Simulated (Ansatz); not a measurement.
# CH3ClF2Si: geometry and vibrations

What shape does CH3ClF2Si take? The plan is to relax it, check the end point by its vibrations and derive ideal-gas thermochemistry, and look at its orbitals and charge.

The runs use Ansatz 0.2.0, Gaussian basis; RKS PBE0-D4/def2-TZVP.

Levels to be run: relaxation at PBE-D4/def2-SVP; relaxation at PBE0-D4/def2-TZVP; harmonic vibrations at the same level; a single point in def2-TZVPP for the fields.

## (1) Starting geometry

SMILES `F[SiH2]C(F)Cl`, 8 atoms, charge 0, spin multiplicity 1.

Atoms are counted from 1 here; the program's logs count them from 0.

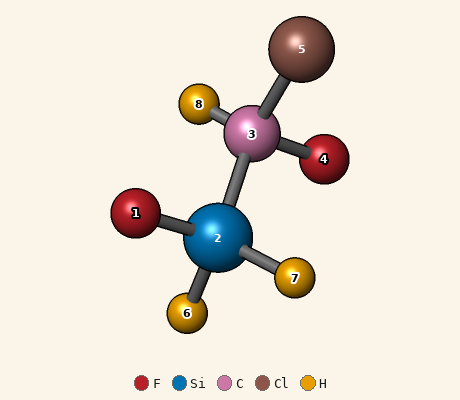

As it starts; fluorine red, silicon blue, carbon pink, chlorine brown, hydrogen amber; atoms are numbered from 1 in the order of the file.

The start is a force-field geometry with small random shifts, so a cheaper pass at PBE-D4/def2-SVP comes first.

## (2) Geometry optimisation, PBE-D4/def2-SVP (cheap first pass)

The input, in.yaml:

```yaml
crystal:
  periodic: [false, false, false]
  atoms:
    - {symbol: F, position_ang: [-1.398400, 1.449800, -0.091200]}
    - {symbol: Si, position_ang: [-0.095900, 0.790200, 0.403800]}
    - {symbol: C, position_ang: [0.011400, -0.893800, -0.325300]}
    - {symbol: F, position_ang: [1.178400, -1.542700, 0.236000]}
    - {symbol: Cl, position_ang: [0.289400, -0.821600, -2.087900]}
    - {symbol: H, position_ang: [-0.160800, 0.761200, 1.890800]}
    - {symbol: H, position_ang: [1.078300, 1.680300, 0.049600]}
    - {symbol: H, position_ang: [-0.810200, -1.480500, -0.131500]}
basis:
  gaussian: {orbitals: def2-SVP}
hamiltonian: {xc: pbe, dispersion: d4}
relax: {f_tol: 0.03, max_steps: 200}
```

Launch:

```sh
ansatz run in.yaml --threads 4 --pin off --events-out ev --progress --plain --max-ram 10444MiB
```

Standard output (excerpt; [...] marks lines left out):

```text
Functional definition: PBE
  name "PBE"
  cite "Perdew, Burke & Ernzerhof, Phys. Rev. Lett. 77, 3865 (1996) doi:10.1103/PhysRevLett.77.3865"
  parent pbe
[...]
1019 factors; their error is unknown
[...]
mean field -26893.16025879 eV, -988.3054106717 hartree, gradient 4.9e-5 eV, S^2 0.000000; 0 other end points of the search recorded, 0 dependent functions left out
[...]
reference -26893.16028852 eV, -988.3054117643 hartree; 29, 29 occupied and 64, 64 virtual orbitals, 1019 factors
relax step   1: F+E_penalty+E_count = -26893.33519462 eV  Δ(F+E_penalty+E_count) = +0.000e0 eV  max|allowed force component| = 4.287e0 eV/Å  Δτ_max = 0.0000 Å  (26 SCF iters, accepted)
[...]
relax step   5: F+E_penalty+E_count = -26893.81527561 eV  Δ(F+E_penalty+E_count) = -5.530e-4 eV  max|allowed force component| = 6.323e-2 eV/Å  Δτ_max = 0.0067 Å  (29 SCF iters, accepted)
[...]
relax step   6: F+E_penalty+E_count = -26893.81542289 eV  Δ(F+E_penalty+E_count) = -1.473e-4 eV  max|allowed force component| = 2.959e-2 eV/Å  Δτ_max = 0.0113 Å  (29 SCF iters, accepted)
1019 factors; their error is unknown
[...]
mean field -26893.64157518 eV, -988.3230987228 hartree, gradient 1.8e-5 eV, S^2 0.000000; 1 other end points of the search recorded, 0 dependent functions left out
[...]
reference -26893.64160434 eV, -988.3230997946 hartree; 29, 29 occupied and 64, 64 virtual orbitals, 1019 factors
Total energy: -26893.81545205 eV, -988.3294885800 hartree
Atom 0 at    -1.437446     1.548922    -0.144486 Å, force     0.003651    -0.004821     0.002348 eV/Å
Atom 1 at    -0.081073     0.841054     0.437396 Å, force    -0.008797    -0.006762    -0.011163 eV/Å
Atom 2 at     0.068749    -0.917869    -0.308059 Å, force     0.002046     0.000178     0.029590 eV/Å
Atom 3 at     1.196868    -1.496723     0.236880 Å, force    -0.001603     0.000069    -0.003485 eV/Å
Atom 4 at     0.229858    -0.789922    -2.099664 Å, force     0.000383     0.000299    -0.016667 eV/Å
Atom 5 at    -0.209395     0.723013     1.926449 Å, force     0.001159     0.003177     0.006994 eV/Å
Atom 6 at     1.123325     1.622515     0.020288 Å, force     0.003777     0.002976     0.000007 eV/Å
Atom 7 at    -0.798686    -1.588090    -0.124504 Å, force    -0.000616     0.004884    -0.007624 eV/Å
Dipole moment:    -0.041735    -0.037496     0.236441 e Å
```

It took 6.5 s on 4 threads, shared host.

The steps of the relaxation:

| step | energy from step 1 (eV) | largest force component (eV/Å) |
| --- | --- | --- |
| 1 | 0.0000 | 4.2871 |
| 2 | -0.3751 | 1.7966 |
| 3 | -0.4753 | 0.2677 |
| 4 | -0.4795 | 0.1480 |
| 5 | -0.4801 | 0.0632 |
| 6 | -0.4802 | 0.0296 |

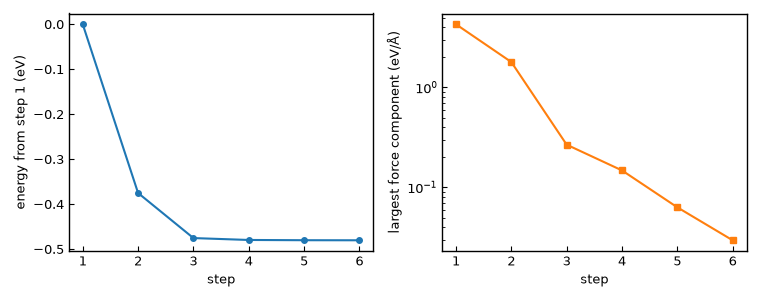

Energy and force, step by step.

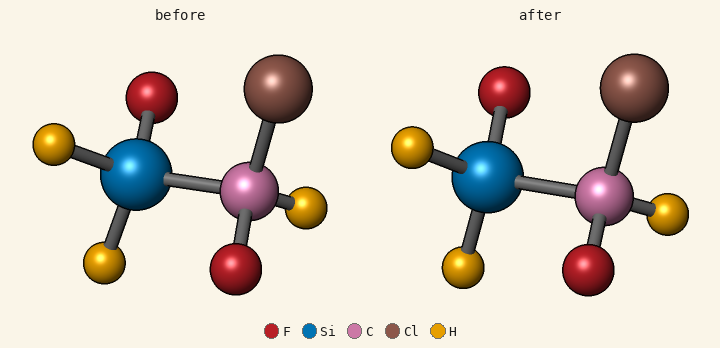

Before and after, at one scale.

Distances of close pairs at the start and the end, largest changes first:

| bond | before (Å) | after (Å) | change (Å) |
| --- | --- | --- | --- |
| F1–Si2 | 1.542 | 1.637 | +0.095 |
| C3–H8 | 1.028 | 1.111 | +0.083 |
| Si2–C3 | 1.838 | 1.916 | +0.078 |
| C3–F4 | 1.448 | 1.380 | -0.068 |
| Si2–H7 | 1.515 | 1.495 | -0.020 |
| C3–Cl5 | 1.786 | 1.803 | +0.018 |
| Si2–H6 | 1.489 | 1.499 | +0.011 |

## (3) Optimising with PBE0-D4/def2-TZVP

The input, in.yaml:

```yaml
crystal:
  periodic: [false, false, false]
  atoms:
    - {symbol: F, position_ang: [-1.437446, 1.548922, -0.144486]}
    - {symbol: Si, position_ang: [-0.081073, 0.841054, 0.437396]}
    - {symbol: C, position_ang: [0.068749, -0.917869, -0.308059]}
    - {symbol: F, position_ang: [1.196868, -1.496723, 0.236880]}
    - {symbol: Cl, position_ang: [0.229858, -0.789922, -2.099664]}
    - {symbol: H, position_ang: [-0.209395, 0.723013, 1.926449]}
    - {symbol: H, position_ang: [1.123325, 1.622515, 0.020288]}
    - {symbol: H, position_ang: [-0.798686, -1.588090, -0.124504]}
basis:
  gaussian: {orbitals: def2-TZVP}
hamiltonian: {xc: pbe0, dispersion: d4}
relax: {f_tol: 0.005, max_steps: 150}
```

Same command.

Standard output (excerpt; [...] marks lines left out):

```text
Functional definition: PBE0
  name "PBE0"
  cite "Adamo & Barone, J. Chem. Phys. 110, 6158 (1999) doi:10.1063/1.478522"
  cite "Perdew, Burke & Ernzerhof, Phys. Rev. Lett. 77, 3865 (1996) doi:10.1103/PhysRevLett.77.3865"
  parent pbe
[...]
1160 factors; their error is unknown
[...]
mean field -26910.78943312 eV, -988.9532708789 hartree, gradient 4.4e-5 eV, S^2 0.000000; 0 other end points of the search recorded, 0 dependent functions left out
[...]
reference -26910.78946124 eV, -988.9532719122 hartree; 29, 29 occupied and 156, 156 virtual orbitals, 1160 factors
relax step   1: F+E_penalty+E_count = -26910.93575901 eV  Δ(F+E_penalty+E_count) = +0.000e0 eV  max|allowed force component| = 1.111e0 eV/Å  Δτ_max = 0.0000 Å  (27 SCF iters, accepted)
[...]
reference -26910.84760287 eV, -988.9554085779 hartree; 29, 29 occupied and 156, 156 virtual orbitals, 1160 factors
Total energy: -26910.99466304 eV, -988.9608129396 hartree
Atom 0 at    -1.413013     1.498220    -0.133683 Å, force    -0.000232     0.000045     0.000170 eV/Å
Atom 1 at    -0.077483     0.838519     0.434921 Å, force     0.000224    -0.000559     0.000456 eV/Å
Atom 2 at     0.067019    -0.905334    -0.306749 Å, force     0.001060     0.002107     0.001623 eV/Å
Atom 3 at     1.171850    -1.520584     0.225915 Å, force     0.000351    -0.000997    -0.000055 eV/Å
Atom 4 at     0.244288    -0.783820    -2.069109 Å, force     0.000257    -0.000307    -0.000411 eV/Å
Atom 5 at    -0.198028     0.731280     1.907079 Å, force    -0.000111    -0.000484    -0.000553 eV/Å
Atom 6 at     1.094545     1.634286     0.016685 Å, force    -0.000405     0.000188    -0.000780 eV/Å
Atom 7 at    -0.796979    -1.549666    -0.130758 Å, force    -0.001143     0.000007    -0.000450 eV/Å
Dipole moment:    -0.064651     0.010467     0.255349 e Å
```

Wall time 25 s (4 threads, shared host).

Along the way:

| step | energy from step 1 (eV) | largest force component (eV/Å) |
| --- | --- | --- |
| 1 | 0.0000 | 1.1106 |
| 2 | -0.0444 | 0.6691 |
| 3 | -0.0585 | 0.0582 |
| 4 | -0.0588 | 0.0270 |
| 5 | -0.0588 | 0.0075 |
| 6 | -0.0589 | 0.0054 |
| 7 | -0.0589 | 0.0163 |
| 8 | -0.0589 | 0.0021 |

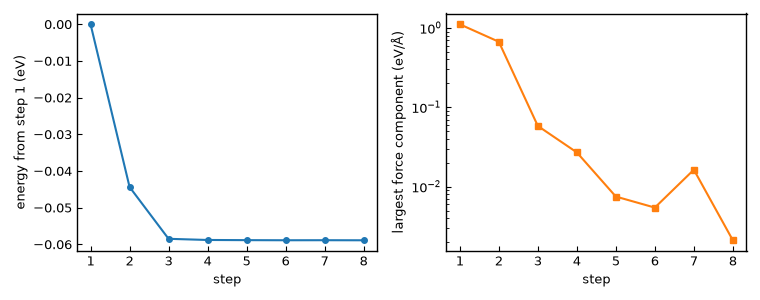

Energy and force, step by step.

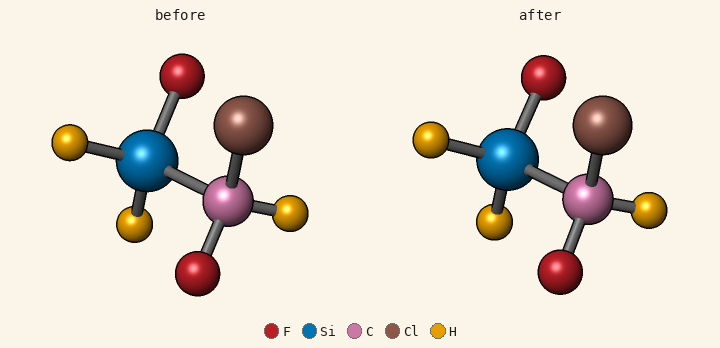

The geometry before (left) and after (right).

Distances of close pairs at the start and the end, largest changes first:

| bond | before (Å) | after (Å) | change (Å) |
| --- | --- | --- | --- |
| F1–Si2 | 1.637 | 1.594 | -0.042 |
| C3–Cl5 | 1.803 | 1.775 | -0.028 |
| C3–H8 | 1.111 | 1.092 | -0.019 |
| Si2–H6 | 1.499 | 1.481 | -0.018 |
| Si2–H7 | 1.495 | 1.477 | -0.018 |
| Si2–C3 | 1.916 | 1.901 | -0.016 |
| C3–F4 | 1.380 | 1.372 | -0.008 |

Mulliken charges of the relaxed molecule (report file):

| atom | value (e) |
| --- | --- |
| F1 | -0.31 |
| Si2 | 0.47 |
| C3 | 0.04 |
| F4 | -0.19 |
| Cl5 | -0.11 |
| H6 | -0.02 |
| H7 | -0.01 |
| H8 | 0.13 |

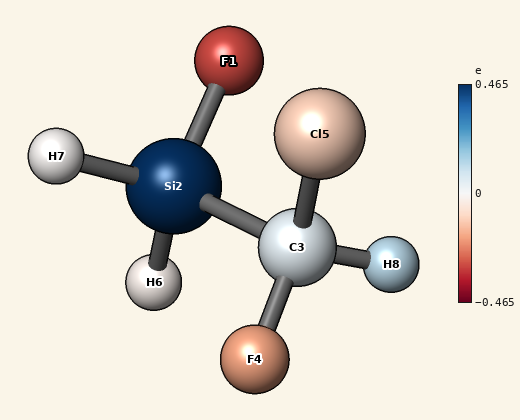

Mulliken charges of the relaxed molecule (report file), as colours on the atoms.

## (4) Harmonic vibrations

The input, in.yaml:

```yaml
crystal:
  periodic: [false, false, false]
  atoms:
    - {symbol: F, position_ang: [-1.413013, 1.498220, -0.133683]}
    - {symbol: Si, position_ang: [-0.077483, 0.838519, 0.434921]}
    - {symbol: C, position_ang: [0.067019, -0.905334, -0.306749]}
    - {symbol: F, position_ang: [1.171850, -1.520584, 0.225915]}
    - {symbol: Cl, position_ang: [0.244288, -0.783820, -2.069109]}
    - {symbol: H, position_ang: [-0.198028, 0.731280, 1.907079]}
    - {symbol: H, position_ang: [1.094545, 1.634286, 0.016685]}
    - {symbol: H, position_ang: [-0.796979, -1.549666, -0.130758]}
basis:
  gaussian: {orbitals: def2-TZVP}
hamiltonian: {xc: pbe0, dispersion: d4}
phonons: {temperatures: {t_min: 298.15, t_max: 900, t_step: 200}}
```

Launched as before.

Standard output (excerpt; [...] marks lines left out):

```text
Functional definition: PBE0
  name "PBE0"
  cite "Adamo & Barone, J. Chem. Phys. 110, 6158 (1999) doi:10.1063/1.478522"
  cite "Perdew, Burke & Ernzerhof, Phys. Rev. Lett. 77, 3865 (1996) doi:10.1103/PhysRevLett.77.3865"
  parent pbe
[...]
1160 factors; their error is unknown
[...]
mean field -26910.84757505 eV, -988.9554075556 hartree, gradient 6.4e-5 eV, S^2 0.000000; 0 other end points of the search recorded, 0 dependent functions left out
[...]
reference -26910.84760305 eV, -988.9554085846 hartree; 29, 29 occupied and 156, 156 virtual orbitals, 1160 factors
[...]
1160 factors; their error is unknown
mean field -26910.84748160 eV, -988.9554041213 hartree, gradient 1.1e-6 eV, S^2 0.000000; 0 other end points of the search recorded, 0 dependent functions left out
[...]
reference -26910.84750960 eV, -988.9554051503 hartree; 29, 29 occupied and 156, 156 virtual orbitals, 1160 factors
[...]
Atom 0 at    -1.413013     1.498220    -0.133683 Å, force    -0.000224     0.000042     0.000168 eV/Å
Atom 1 at    -0.077483     0.838519     0.434921 Å, force     0.000225    -0.000562     0.000442 eV/Å
Atom 2 at     0.067019    -0.905334    -0.306749 Å, force     0.001047     0.002108     0.001640 eV/Å
Atom 3 at     1.171850    -1.520584     0.225915 Å, force     0.000356    -0.000999    -0.000052 eV/Å
Atom 4 at     0.244288    -0.783820    -2.069109 Å, force     0.000254    -0.000303    -0.000425 eV/Å
Atom 5 at    -0.198028     0.731280     1.907079 Å, force    -0.000111    -0.000484    -0.000543 eV/Å
Atom 6 at     1.094545     1.634286     0.016685 Å, force    -0.000413     0.000185    -0.000777 eV/Å
Atom 7 at    -0.796979    -1.549666    -0.130758 Å, force    -0.001135     0.000013    -0.000452 eV/Å
Dipole moment:    -0.064652     0.010467     0.255348 e Å
Vibrations: 67.70 120.30 237.49 286.55 398.76 538.19 705.82 741.49 819.07 863.52 916.66 955.61 1072.39 1214.86 1321.33 2256.53 2282.59 3098.43 cm⁻¹, zero-point energy 1.109490 eV
```

It took 92 s on 4 threads, shared host.

Motions are named by where the mode's potential energy lies. The modes, unscaled (a negative number is an imaginary wavenumber):

| mode | cm⁻¹ | motion |
| --- | --- | --- |
| 1 | 68 | torsion |
| 2 | 120 | bend |
| 3 | 237 | bend |
| 4 | 287 | bend |
| 5 | 399 | torsion with bend |
| 6 | 538 | bend with C–Cl stretch |
| 7 | 706 | torsion with bend |
| 8 | 741 | bend |
| 9 | 819 | C–Cl and Si–C stretch |
| 10 | 864 | bend with Si–F stretch |
| 11 | 917 | Si–F stretch with bend |
| 12 | 956 | bend with torsion |
| 13 | 1072 | C–F stretch |
| 14 | 1215 | bend |
| 15 | 1321 | bend |
| 16 | 2257 | Si–H stretch |
| 17 | 2283 | Si–H stretch |
| 18 | 3098 | C–H stretch |

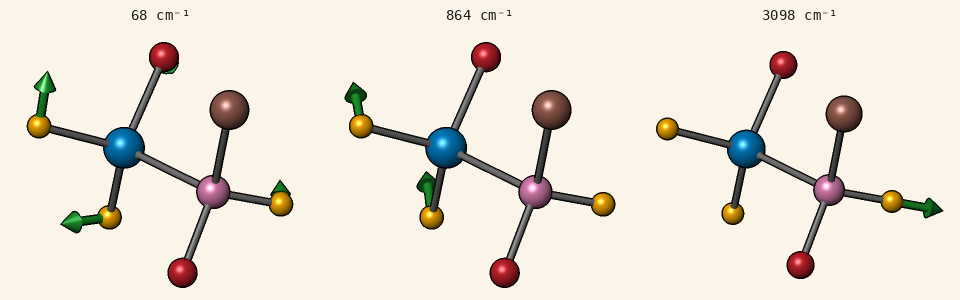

How the atoms move in 3 of the modes.

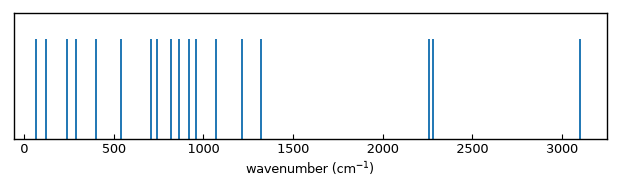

The harmonic wavenumbers as sticks (no intensities were computed).

Ideal gas, rigid rotor and harmonic oscillator at 298.15 K and 1 bar, with symmetry number 1:

| term | value |
| --- | --- |
| zero-point energy | 107.0 kJ/mol |
| H(298) − E | 126.0 kJ/mol |
| entropy, translation | 168.2 J/(mol K) |
| entropy, rotation | 115.2 J/(mol K) |
| entropy, vibration | 56.3 J/(mol K) |
| entropy, total | 339.7 J/(mol K) |

## (5) A single point for the fields

in.yaml: that of step 4 with these lines changed.

```diff
@@ -12,4 +12,4 @@
 basis:
-  gaussian: {orbitals: def2-TZVP}
+  gaussian: {orbitals: def2-TZVPP}
 hamiltonian: {xc: pbe0, dispersion: d4}
-phonons: {temperatures: {t_min: 298.15, t_max: 900, t_step: 200}}
+output: {orbitals: {seedname: orbitals}}
```

Launched as before.

Standard output:

```text
Functional definition: PBE0
  name "PBE0"
  cite "Adamo & Barone, J. Chem. Phys. 110, 6158 (1999) doi:10.1063/1.478522"
  cite "Perdew, Burke & Ernzerhof, Phys. Rev. Lett. 77, 3865 (1996) doi:10.1103/PhysRevLett.77.3865"
  parent pbe
  parameter a = 0.25
  parameter kappa = 0.804
  parameter beta = 0.06672455060314922
  exchange = (1 - a)*pbe_x(kappa = kappa, mu = beta*pi^2/3) + a*exact_x
  correlation = pbe_c(beta = beta)
1285 factors; their error is unknown
mean field evaluation 1: about -26908.5343 eV, gradient 3.8e1 eV
mean field evaluation 2: about -26906.6992 eV, gradient 5.3e1 eV
mean field evaluation 4: about -26910.7990 eV, gradient 1.9e0 eV
mean field evaluation 8: about -26910.8061 eV, gradient 2.9e-2 eV
mean field evaluation 16: about -26910.8715 eV, gradient 3.2e-5 eV
mean field -26910.87149517 eV, -988.9562866038 hartree, gradient 3.2e-5 eV, S^2 0.000000; 0 other end points of the search recorded, 0 dependent functions left out
reference -26910.87152290 eV, -988.9562876228 hartree; 29, 29 occupied and 190, 190 virtual orbitals, 1285 factors
Total energy: -26911.01858307 eV, -988.9616919845 hartree
```

Run time: 2.5 s. Hardware: 4 threads, shared host; peak memory 0.52 GiB.

The fields below are evaluated on a grid from the run's orbitals.

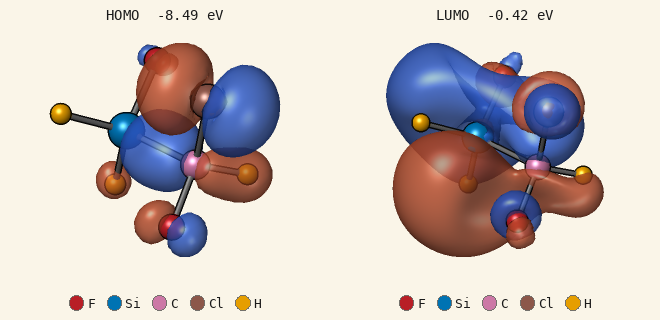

PBE0-D4/def2-TZVPP orbitals near the gap, drawn at the value that encloses 70 % of each; the two colours are the two signs.

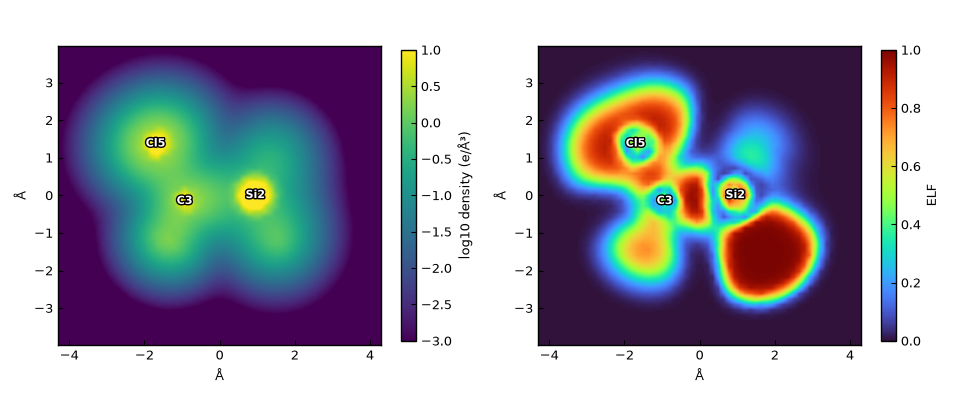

Density (left) and ELF (right) in a plane through or near 3 of the atoms.

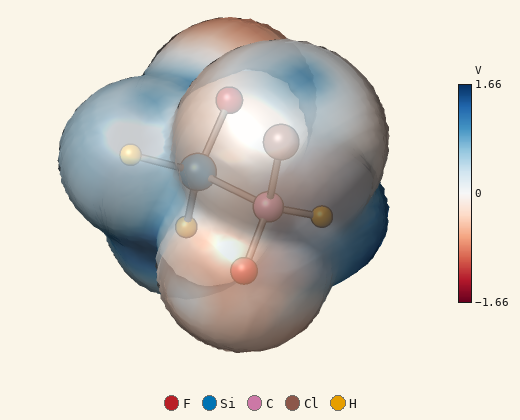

The potential that a unit positive charge feels on the 0.002 e/bohr³ surface, from the 1st to the 99th percentile, from -0.70 V near F1 to 1.66 V near H6.

## (6) Summary of results

```
                  quantity            value
               point group               C1
                     steps            6 + 8
shift from the start (rms)          0.058 Å
              total energy   -26910.9947 eV
           dispersion term         -147 meV
             dipole moment           1.27 D
lowest, highest wavenumber    68, 3098 cm⁻¹
         zero-point energy     107.0 kJ/mol
       entropy at 298.15 K  339.7 J/(mol K)
                HOMO, LUMO  -8.49, -0.42 eV
```

The atoms moved 0.06 Å (rms) from the start; the bond that changed most is C3–F4, from 1.448 to 1.372 Å. No mode is imaginary: a true minimum at this level. The stiffest mode, 3098 cm⁻¹, is a C–H stretch, and 2 modes under 200 cm⁻¹ make the vibrational entropy uncertain. Harmonic hybrid wavenumbers usually lie a few per cent above measured fundamentals. The largest Mulliken charge, +0.47 e, sits on Si2. The HOMO lies mostly on Cl5 54 %; C3 16 % and the LUMO on Si2 21 %; H6, H7 about 16 % each.
